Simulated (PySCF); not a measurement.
**UPBE/def2-SVP run of CH3ClGa (SMILES [CH3][Ga][Cl])**

Aim: the vertical ionisation energy of CH3ClGa at UPBE/def2-SVP, from 2 runs. 

Program for the calculation: PySCF 2.14.0.

## 1. The structure to begin with

CH3ClGa has 6 atoms, charge 0, and is taken as a doublet. As SMILES, `[CH3][Ga][Cl]`. The coordinates come from a PBE0-D4/def2-TZVP relaxation.

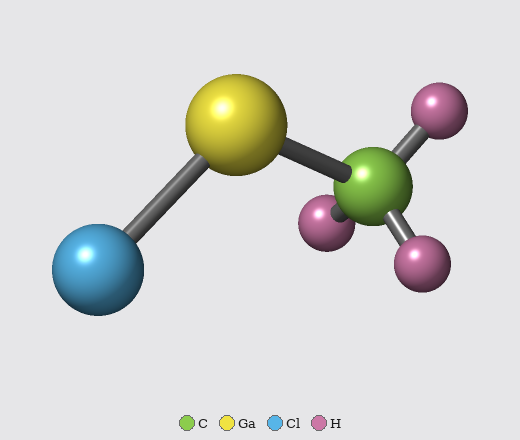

Viewed from a chosen angle; carbon green, gallium yellow, chlorine blue, hydrogen pink.

## 2. The energy at UPBE/def2-SVP

run.py reads:

```python
from pyscf import gto, dft

mol = gto.Mole()
mol.atom = '''
C       -0.431500       0.474800      -0.328300
Ga       0.371800      -0.376700       1.294500
Cl       1.780700      -1.989900       0.868900
H       -0.944300      -0.310800      -0.887300
H        0.391000       0.868200      -0.929500
H       -1.125500       1.270500      -0.064400
'''
mol.basis = 'def2-svp'
mol.spin = 1
mol.max_memory = 1860
mol.verbose = 4
mol.build()

myscf = dft.UKS(mol, xc='pbe')
myscf.conv_tol = 1e-10
myscf.grids.level = 4
myscf.kernel()
if not myscf.converged:
    myscf = myscf.newton().run(myscf.mo_coeff, myscf.mo_occ)

e_final = myscf.e_tot
print(f'total energy: {e_final:.8f} hartree')
```

The run is started by

```
OMP_NUM_THREADS=1 python run.py
```

Log:

```text
PySCF version 2.14.0

[INPUT] num. atoms = 6
[INPUT] num. electrons = 57
[INPUT] charge = 0
[INPUT] spin (= nelec alpha-beta = 2S) = 1
[INPUT] symmetry False subgroup None
[INPUT] Mole.unit = angstrom
[INPUT] Symbol           X                Y                Z      unit          X                Y                Z       unit  Magmom
[INPUT]  1 C     -0.431500000000   0.474800000000  -0.328300000000 AA   -0.815416822750   0.897241963943  -0.620397086695 Bohr   0.0
[INPUT]  2 Ga     0.371800000000  -0.376700000000   1.294500000000 AA    0.702600173113  -0.711859831124   2.446250468249 Bohr   0.0
[INPUT]  3 Cl     1.780700000000  -1.989900000000   0.868900000000 AA    3.365035310013  -3.760366015272   1.641983029635 Bohr   0.0
[INPUT]  4 H     -0.944300000000  -0.310800000000  -0.887300000000 AA   -1.784468379427  -0.587326879515  -1.676753990327 Bohr   0.0
[INPUT]  5 H      0.391000000000   0.868200000000  -0.929500000000 AA    0.738882914705   1.640660221347  -1.756500432783 Bohr   0.0
[INPUT]  6 H     -1.125500000000   1.270500000000  -0.064400000000 AA   -2.126886753198   2.400897041260  -0.121698362422 Bohr   0.0

nuclear repulsion = 227.948962412559
number of shells = 35
number of NR pGTOs = 155
number of NR cGTOs = 79
basis = def2-svp
ecp = {}

[... 37 lines left out ...]
WARN: HOMO -0.176261846802842 >= LUMO -0.176261846802844
[... 50 lines left out ...]
converged SCF energy = -2424.0295480388  <S^2> = 0.75209835  2S+1 = 2.0020972
total energy: -2424.02954804 hartree
```

Wall time 19 s (1 thread of Arm Neoverse V1, shared host); peak memory 0.41 GiB.

## 3. The singlet cation at the same level

mol.xyz reads:

```xyz
6

C     -0.431500     0.474800    -0.328300
Ga     0.371800    -0.376700     1.294500
Cl     1.780700    -1.989900     0.868900
H     -0.944300    -0.310800    -0.887300
H      0.391000     0.868200    -0.929500
H     -1.125500     1.270500    -0.064400
```

job.py reads:

```python
from pyscf import gto, dft

mol = gto.M(
    atom='mol.xyz',
    verbose=4,
    spin=0,
    charge=1,
    max_memory=1860,
    basis='def2-svp',
)

mf = dft.RKS(mol, xc='pbe')
mf.conv_tol = 1e-10
mf.grids.level = 4
mf.kernel()
if not mf.converged:
    mf = mf.newton().run(mf.mo_coeff, mf.mo_occ)

e_tot = mf.e_tot
print(f'total energy: {e_tot:.8f} hartree')
```

The run is started by

```
OMP_NUM_THREADS=1 python job.py
```

Log:

```text
PySCF version 2.14.0

[INPUT] num. atoms = 6
[INPUT] num. electrons = 56
[INPUT] charge = 1
[INPUT] spin (= nelec alpha-beta = 2S) = 0
[INPUT] symmetry False subgroup None
[INPUT] Mole.unit = angstrom
[INPUT] Symbol           X                Y                Z      unit          X                Y                Z       unit  Magmom
[INPUT]  1 C     -0.431500000000   0.474800000000  -0.328300000000 AA   -0.815416822750   0.897241963943  -0.620397086695 Bohr   0.0
[INPUT]  2 Ga     0.371800000000  -0.376700000000   1.294500000000 AA    0.702600173113  -0.711859831124   2.446250468249 Bohr   0.0
[INPUT]  3 Cl     1.780700000000  -1.989900000000   0.868900000000 AA    3.365035310013  -3.760366015272   1.641983029635 Bohr   0.0
[INPUT]  4 H     -0.944300000000  -0.310800000000  -0.887300000000 AA   -1.784468379427  -0.587326879515  -1.676753990327 Bohr   0.0
[INPUT]  5 H      0.391000000000   0.868200000000  -0.929500000000 AA    0.738882914705   1.640660221347  -1.756500432783 Bohr   0.0
[INPUT]  6 H     -1.125500000000   1.270500000000  -0.064400000000 AA   -2.126886753198   2.400897041260  -0.121698362422 Bohr   0.0

nuclear repulsion = 227.948962412559
number of shells = 35
number of NR pGTOs = 155
number of NR cGTOs = 79
basis = def2-svp
ecp = {}

******** <class 'pyscf.dft.rks.RKS'> ********
method = RKS
initial guess = minao
damping factor = 0
level_shift factor = 0
DIIS = <class 'pyscf.scf.diis.CDIIS'>
diis_start_cycle = 1
diis_space = 8
diis_damp = 0
SCF conv_tol = 1e-10
SCF conv_tol_grad = None
SCF max_cycles = 50
direct_scf = True
direct_scf_tol = 1e-13
XC library pyscf.dft.libxc version 7.0.0
    S. Lehtola, C. Steigemann, M. J.T. Oliveira, and M. A.L. Marques.,  SoftwareX 7, 1–5 (2018)
XC functionals = pbe
    J. P. Perdew, K. Burke, and M. Ernzerhof.,  Phys. Rev. Lett. 77, 3865 (1996)
    J. P. Perdew, K. Burke, and M. Ernzerhof.,  Phys. Rev. Lett. 78, 1396 (1997)
    J. P. Perdew, K. Burke, and M. Ernzerhof.,  Phys. Rev. Lett. 77, 3865 (1996)
    J. P. Perdew, K. Burke, and M. Ernzerhof.,  Phys. Rev. Lett. 78, 1396 (1997)
radial grids:
    Treutler-Ahlrichs [JCP 102, 346 (1995); DOI:10.1063/1.469408] (M4) radial grids

becke partition: Becke, JCP 88, 2547 (1988); DOI:10.1063/1.454033
pruning grids: <function nwchem_prune>
grids dens level: 4
symmetrized grids: False
atomic radii adjust function: <function treutler_atomic_radii_adjust>
small_rho_cutoff = 0
Set gradient conv threshold to 1e-05
Initial guess from minao.
tot grids = 134800
init E= -2423.48841640259
  HOMO = -0.337132270806145  LUMO = -0.17626184680284  gap/eV = 4.37751
cycle= 1 E= -2423.56922206865  delta_E= -0.0808  |g|= 0.885  |ddm|= 2.63
  HOMO = -0.444518155147394  LUMO = -0.391909579745798  gap/eV = 1.43155
cycle= 2 E= -2421.94078416297  delta_E= 1.63  |g|= 2.43  |ddm|= 3.59
  HOMO = -0.512591214762677  LUMO = -0.380845363152281  gap/eV = 3.58499
cycle= 3 E= -2423.59571372622  delta_E= -1.65  |g|= 0.661  |ddm|= 2.76
  HOMO = -0.475239140168249  LUMO = -0.401641714187795  gap/eV = 2.00269
cycle= 4 E= -2423.71247125814  delta_E= -0.117  |g|= 0.288  |ddm|= 1.21
  HOMO = -0.479985874333396  LUMO = -0.399704218662017  gap/eV = 2.18458
cycle= 5 E= -2423.7357913059  delta_E= -0.0233  |g|= 0.114  |ddm|= 0.408
  HOMO = -0.486875640645372  LUMO = -0.402331330612565  gap/eV = 2.30057
cycle= 6 E= -2423.74023664375  delta_E= -0.00445  |g|= 0.0195  |ddm|= 0.178
  HOMO = -0.488102280937894  LUMO = -0.401629699581058  gap/eV = 2.35304
cycle= 7 E= -2423.74036004135  delta_E= -0.000123  |g|= 0.00504  |ddm|= 0.0271
  HOMO = -0.487739315321181  LUMO = -0.401409401583881  gap/eV = 2.34916
cycle= 8 E= -2423.74036770977  delta_E= -7.67e-06  |g|= 0.000539  |ddm|= 0.00618
  HOMO = -0.487737875967509  LUMO = -0.401492157336237  gap/eV = 2.34687
cycle= 9 E= -2423.74036782036  delta_E= -1.11e-07  |g|= 0.000127  |ddm|= 0.0011
  HOMO = -0.487742730335264  LUMO = -0.401479506715118  gap/eV = 2.34734
cycle= 10 E= -2423.74036782792  delta_E= -7.56e-09  |g|= 2.39e-05  |ddm|= 0.000278
  HOMO = -0.487744994244368  LUMO = -0.401481092205956  gap/eV = 2.34736
cycle= 11 E= -2423.7403678282  delta_E= -2.82e-10  |g|= 6.05e-06  |ddm|= 5.17e-05
  HOMO = -0.487744284562785  LUMO = -0.401481044160483  gap/eV = 2.34734
cycle= 12 E= -2423.7403678282  delta_E= -5.46e-12  |g|= 1.42e-06  |ddm|= 1.02e-05
  HOMO = -0.487744153619343  LUMO = -0.401481063589476  gap/eV = 2.34734
Extra cycle  E= -2423.74036782822  delta_E= -1.27e-11  |g|= 2.72e-06  |ddm|= 4.38e-06
converged SCF energy = -2423.74036782822
total energy: -2423.74036783 hartree
```

Wall time 11 s (1 thread of Arm Neoverse V1, shared host); peak memory 0.4 GiB.

## 4. Summary of results

Level: UPBE/def2-SVP.

| quantity | value |
| --- | --- |
| doublet CH3ClGa: total energy | -2424.02955 Eh |
| doublet CH3ClGa: dipole moment | 2.29 D |
| doublet CH3ClGa: HOMO energy (highest over α and β) | -4.77 eV |
| doublet CH3ClGa: LUMO energy (lowest over α and β) | -3.66 eV |
| doublet CH3ClGa: ⟨S²⟩ | 0.752 |
| singlet cation: total energy | -2423.74037 Eh |
| singlet cation: HOMO energy | -13.27 eV |
| singlet cation: LUMO energy | -10.92 eV |
| singlet cation: HOMO–LUMO gap | 2.35 eV |
| vertical ionisation energy (to the singlet cation) | 7.869 eV |

What this shows: The vertical ionisation energy comes to 7.87 eV (181 kcal/mol). Only the singlet of the ionised species was computed; a triplet could lie lower. Mulliken charges (doublet CH3ClGa) run from -0.24 on Cl3 to +0.25 on Ga2.
